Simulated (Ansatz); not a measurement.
**BH4+ (triplet): one geometry, many settings at scale of all distances = 1.276**

What do other methods and options give for BH4+ (triplet) at this geometry, and how long do they take?

Computed with Ansatz 0.2.0, Gaussian basis. Level: the settings change from run to run.

20 further runs of the same task are left out: 2 for a known fault of the program, 1 for a mislabelled method, 13 that didn't finish, 4 set aside as unsound or not needed.

## (1) The system

The geometry derives from a PBE0/def2-TZVP stationary point (not a proven minimum). All distances are scaled together.

5 atoms, charge 1, spin multiplicity 3.

Atoms are counted from 1 here; the program's logs count them from 0.

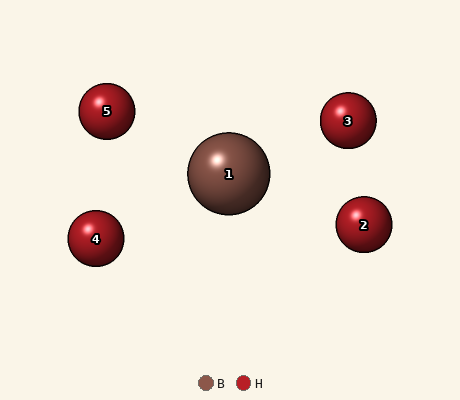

The geometry (boron brown, hydrogen red); atoms are numbered from 1 in the order of the file.

Geometry (Å):

```xyz
5
charge 1, multiplicity 3
B     0.0000    0.0000    0.0000
H     0.6029    0.6205    1.3491
H    -0.6199   -0.6008    1.3503
H    -0.6022    0.6015   -1.3580
H     0.6192   -0.6212   -1.3414
```

## (2) CASCI(6,6)/STO-3G

Input file in.yaml:

```yaml
crystal:
  periodic: [false, false, false]
  atoms:
    - {symbol: B, position_ang: [0.000000, 0.000000, 0.000000]}
    - {symbol: H, position_ang: [0.602878, 0.620513, 1.349120]}
    - {symbol: H, position_ang: [-0.619869, -0.600848, 1.350321]}
    - {symbol: H, position_ang: [-0.602161, 0.601509, -1.358018]}
    - {symbol: H, position_ang: [0.619152, -0.621174, -1.341423]}
basis:
  gaussian: {orbitals: STO-3G}
total_charge: 1
magnetization: {spin_polarized: false, initial_magnetization: 2}
correlation: {active_space: {window: {electrons: 6, orbitals: 6}, fixed_orbitals: true, states: [{multiplicity: 3, weights: [1, 0.5, 1, 0.5]}]}}
accuracy: high
output: {forces: true}
```

On the command line:

```
> ansatz run in.yaml --threads 1 --pin off --events-out ev --progress --plain --max-ram 2393MiB
```

The program printed:

```text
Functional definition: HF
  name "HF"
  cite "Fock, Z. Phys. 61, 126 (1930) doi:10.1007/BF01340294"
  parent pbe
  exchange = exact_x
  correlation = 0
125 factors; integrals over basis functions are off by at most 9.4e-9 eV
mean field evaluation 1: about -707.2909 eV, gradient 7.4e0 eV
mean field evaluation 2: about -707.2948 eV, gradient 7.3e0 eV
mean field evaluation 4: about -707.6993 eV, gradient 1.9e-1 eV
mean field evaluation 8: about -707.6995 eV, gradient 7.5e-7 eV
mean field -707.69945886 eV, -26.0074754172 hartree, gradient 8.9e-8 eV, S^2 2.000000; 0 other end points of the search recorded, 0 dependent functions left out
reference -707.69945886 eV, -26.0074754172 hartree; 5, 3 occupied and 4, 6 virtual orbitals, 125 factors
state -708.82708467 eV, -26.0489149013 hartree
state -705.37663859 eV, -25.9221133466 hartree
state -704.58265362 eV, -25.8929349371 hartree
state -702.29798207 eV, -25.8089748064 hartree
the calculation of the forces begins
WARN: the results are in doubt because the space or a class takes a part of the degenerate orbitals at 2.0480 eV
Total energy: -705.74901620 eV, -25.9357979716 hartree
Atom 0 at     0.000000     0.000000     0.000000 Å, force    -0.013165     0.015237     2.091645 eV/Å
Atom 1 at     0.602878     0.620513     1.349120 Å, force     0.095574     0.056631    -2.861460 eV/Å
Atom 2 at    -0.619869    -0.600848     1.350321 Å, force    -0.059553    -0.098320    -2.861308 eV/Å
Atom 3 at    -0.602161     0.601509    -1.358018 Å, force     0.363541    -0.362163     1.820657 eV/Å
Atom 4 at     0.619152    -0.621174    -1.341423 Å, force    -0.386396     0.388615     1.810467 eV/Å
Dipole moment:     0.000156    -0.000181    -0.024828 e Å
In doubt: the space or a class takes a part of the degenerate orbitals at 2.0480 eV
```

Run time: 0.06 s. Hardware: 1 thread of Arm Neoverse V2, shared host.

From the report: 96 determinants; active occupations (of the averaged states) 1.93, 1.55, 1.13, 1.02, 0.30, 0.08. The program marks this result as in doubt; its last lines say why.

## (3) CCSDT on UHF/cc-pVDZ

Input file in.yaml:

```yaml
crystal:
  periodic: [false, false, false]
  atoms:
    - {symbol: B, position_ang: [0.000000, 0.000000, 0.000000]}
    - {symbol: H, position_ang: [0.602878, 0.620513, 1.349120]}
    - {symbol: H, position_ang: [-0.619869, -0.600848, 1.350321]}
    - {symbol: H, position_ang: [-0.602161, 0.601509, -1.358018]}
    - {symbol: H, position_ang: [0.619152, -0.621174, -1.341423]}
basis:
  gaussian: {orbitals: cc-pVDZ}
total_charge: 1
magnetization: {spin_polarized: true, initial_magnetization: 2}
correlation: {method: ccsdt, electrons: all}
scf: {lower_state_search: full}
output: {forces: true}
```

The command is unchanged.

The program printed, shortened:

```text
Functional definition: HF
  name "HF"
  cite "Fock, Z. Phys. 61, 126 (1930) doi:10.1007/BF01340294"
  parent pbe
[...]
636 factors; integrals over basis functions are off by at most 1.8e-7 eV
[...]
mean field -718.26994952 eV, -26.3959337839 hartree, gradient 8.7e-7 eV, S^2 2.032455; 5 other end points of the search recorded, 0 dependent functions left out
reference -718.26994952 eV, -26.3959337839 hartree; 5, 3 occupied and 29, 31 virtual orbitals, 636 factors
second order -2.41291786 eV of doubles, -0.00000000 eV of singles
cycle   1  -2.91815311 eV  change   -5.1e-1 eV  update   7.1e-2
[...]
cycle  15  -3.37524116 eV  change   -9.6e-8 eV  update   2.6e-7
[...]
Total energy: -721.64519068 eV, -26.5199716087 hartree
Atom 0 at     0.000000     0.000000     0.000000 Å, force     0.000000    -0.000000     0.000000 eV/Å
Atom 1 at     0.602878     0.620513     1.349120 Å, force    -0.870641    -0.902679    -2.432459 eV/Å
Atom 2 at    -0.619869    -0.600848     1.350321 Å, force     0.901273     0.867226    -2.434200 eV/Å
Atom 3 at    -0.602161     0.601509    -1.358018 Å, force     0.869602    -0.868184     2.445353 eV/Å
Atom 4 at     0.619152    -0.621174    -1.341423 Å, force    -0.900234     0.903637     2.421306 eV/Å
Dipole moment:     0.000000     0.000000    -0.000000 e Å
```

Run time: 21 s. Hardware: 1 thread of Arm Neoverse V2, shared host; peak memory 0.45 GiB.

From the report: ⟨S²⟩ of the determinant 2.032 (pure triplet: 2.00); correlation -3.3752 eV; T1 0.024; largest double amplitude 0.07.

## (4) MP2 on UHF/cc-pVDZ

Edit in.yaml of step 3 so:

```diff
@@ -12,4 +12,2 @@
 magnetization: {spin_polarized: true, initial_magnetization: 2}
-correlation: {method: ccsdt, electrons: all}
-scf: {lower_state_search: full}
-output: {forces: true}
+correlation: {method: mp2, electrons: outside_noble_gas}
```

Launched as before.

The program printed:

```text
Functional definition: HF
  name "HF"
  cite "Fock, Z. Phys. 61, 126 (1930) doi:10.1007/BF01340294"
  parent pbe
  exchange = exact_x
  correlation = 0
313 factors; integrals over basis functions are off by at most 6.5e-4 eV
mean field evaluation 1: about -717.6189 eV, gradient 7.1e0 eV
mean field evaluation 2: about -717.6196 eV, gradient 7.1e0 eV
mean field evaluation 4: about -718.2417 eV, gradient 8.2e-1 eV
mean field evaluation 8: about -718.2699 eV, gradient 2.3e-2 eV
mean field -718.26994428 eV, -26.3959335913 hartree, gradient 8.8e-7 eV, S^2 2.032455; 0 other end points of the search recorded, 0 dependent functions left out
1 core orbitals not correlated: weight in the atoms' cores, before any rotation towards them, 1.000 or more for the frozen orbitals, at most 0.000 for the correlated occupied ones
reference -718.26994428 eV, -26.3959335913 hartree; 4, 2 occupied and 29, 31 virtual orbitals, 313 factors
second order -2.37886003 eV of doubles, -0.00000000 eV of singles
Total energy: -720.64880431 eV, -26.4833550850 hartree
```

Wall time 0.09 s (1 thread of Arm Neoverse V2, shared host).

From the report: ⟨S²⟩ of the determinant 2.032 (pure triplet: 2.00).

## (5) CCSDT(Q)/B on UHF/cc-pVDZ

Edit in.yaml of step 4 so:

```diff
@@ -12,2 +12,3 @@
 magnetization: {spin_polarized: true, initial_magnetization: 2}
-correlation: {method: mp2, electrons: outside_noble_gas}
+correlation: {method: ccsdt_q_b, electrons: all}
+output: {forces: true}
```

The command is unchanged.

The program printed, shortened:

```text
Functional definition: HF
  name "HF"
  cite "Fock, Z. Phys. 61, 126 (1930) doi:10.1007/BF01340294"
  parent pbe
[...]
636 factors; integrals over basis functions are off by at most 1.8e-7 eV
[...]
mean field -718.26994952 eV, -26.3959337839 hartree, gradient 8.7e-7 eV, S^2 2.032455; 0 other end points of the search recorded, 0 dependent functions left out
reference -718.26994952 eV, -26.3959337839 hartree; 5, 3 occupied and 29, 31 virtual orbitals, 636 factors
second order -2.41291786 eV of doubles, -0.00000000 eV of singles
cycle   1  -2.91815311 eV  change   -5.1e-1 eV  update   7.1e-2
[...]
cycle  15  -3.37524116 eV  change   -9.6e-8 eV  update   2.6e-7
perturbative correction -0.00246886 eV, -0.0000907289 hartree
[...]
Total energy: -721.64765954 eV, -26.5200623376 hartree
Atom 0 at     0.000000     0.000000     0.000000 Å, force    -0.000000    -0.000000     0.000000 eV/Å
Atom 1 at     0.602878     0.620513     1.349120 Å, force    -0.870053    -0.902068    -2.430684 eV/Å
Atom 2 at    -0.619869    -0.600848     1.350321 Å, force     0.900663     0.866641    -2.432423 eV/Å
Atom 3 at    -0.602161     0.601509    -1.358018 Å, force     0.869015    -0.867598     2.443569 eV/Å
Atom 4 at     0.619152    -0.621174    -1.341423 Å, force    -0.899625     0.903025     2.419538 eV/Å
Dipole moment:     0.000000     0.000000    -0.000000 e Å
```

Wall time 49 s (1 thread of Arm Neoverse V2, shared host); peak memory 0.84 GiB.

From the report: ⟨S²⟩ of the determinant 2.032 (pure triplet: 2.00); correlation -3.3777 eV; T1 0.024; largest double amplitude 0.07.

## (6) CCSDT(Q)/B/cc-pVDZ

Edit in.yaml of step 5 so:

```diff
@@ -11,3 +11,4 @@
 total_charge: 1
-magnetization: {spin_polarized: true, initial_magnetization: 2}
+magnetization: {spin_polarized: false, initial_magnetization: 2}
+hamiltonian: {xc: {name: B3LYP}}
 correlation: {method: ccsdt_q_b, electrons: all}
```

Launched as before.

The program printed, shortened:

```text
Functional definition: B3LYP
  name "B3LYP"
  cite "Stephens, Devlin, Chabalowski & Frisch, J. Phys. Chem. 98, 11623 (1994) doi:10.1021/j100096a001"
  cite "Becke, Phys. Rev. A 38, 3098 (1988) doi:10.1103/PhysRevA.38.3098"
  cite "Lee, Yang & Parr, Phys. Rev. B 37, 785 (1988) doi:10.1103/PhysRevB.37.785"
  cite "Vosko, Wilk & Nusair, Can. J. Phys. 58, 1200 (1980) doi:10.1139/p80-159"
[...]
636 factors; integrals over basis functions are off by at most 1.8e-7 eV
[...]
mean field -724.66863671 eV, -26.6310812010 hartree, gradient 1.4e-6 eV, S^2 2.000000; 0 other end points of the search recorded, 0 dependent functions left out
[...]
reference -717.88886986 eV, -26.3819293646 hartree; 5, 3 occupied and 29, 31 virtual orbitals, 636 factors
second order -2.69655556 eV of doubles, -0.23573827 eV of singles
cycle   1  -3.39785729 eV  change   -4.7e-1 eV  update   6.4e-2
[...]
cycle  15  -3.75583528 eV  change    2.3e-8 eV  update   2.6e-7
perturbative correction -0.00282221 eV, -0.0001037144 hartree
[...]
Total energy: -721.64752735 eV, -26.5200574798 hartree
Atom 0 at     0.000000     0.000000     0.000000 Å, force     0.000000    -0.000000    -0.000000 eV/Å
Atom 1 at     0.602878     0.620513     1.349120 Å, force    -0.870242    -0.902259    -2.430915 eV/Å
Atom 2 at    -0.619869    -0.600848     1.350321 Å, force     0.900854     0.866829    -2.432654 eV/Å
Atom 3 at    -0.602161     0.601509    -1.358018 Å, force     0.869203    -0.867786     2.443803 eV/Å
Atom 4 at     0.619152    -0.621174    -1.341423 Å, force    -0.899816     0.903217     2.419766 eV/Å
Dipole moment:    -0.000000    -0.000000     0.000000 e Å
```

It took 50 s on 1 thread of Arm Neoverse V2, shared host; peak memory 0.84 GiB.

From the report: correlation -3.7587 eV; T1 0.019; largest double amplitude 0.07. The orbitals are Kohn-Sham ones, so correlation energy and T1 don't compare with those on Hartree-Fock orbitals.

## (7) The runs in one table

Where basis and cores are those of an earlier FCI/cc-pVDZ run (-721.6147 eV), and the state is the same kind, the miss against it is given. † marks a result that the program doubts.

```tsv
level	correlated	functions	energy (eV)	from FCI (meV)	time
CASCI(6,6)/STO-3G (mean of several states) †		9	-705.7490		0.06 s
CCSDT on UHF/cc-pVDZ	all	34	-721.6452		21 s
MP2 on UHF/cc-pVDZ	outside noble gas	34	-720.6488	965.9	0.09 s
CCSDT(Q)/B on UHF/cc-pVDZ	all	34	-721.6477		49 s
CCSDT(Q)/B/cc-pVDZ (on B3LYP orbitals)	all	34	-721.6475		50 s
```

## (8) What came out

| quantity | value |
| --- | --- |
| runs | 5 |
| quickest | CASCI(6,6)/STO-3G (mean of several states) †, 0.06 s |
| slowest | CCSDT(Q)/B/cc-pVDZ (on B3LYP orbitals), 50 s |

Total energies in different bases, with other cores or another treatment of relativity can't be set against each other. CCSDT(Q)/B/cc-pVDZ (on B3LYP orbitals) took 826 times as long as CASCI(6,6)/STO-3G (mean of several states) †; the jobs differ in more than the method.
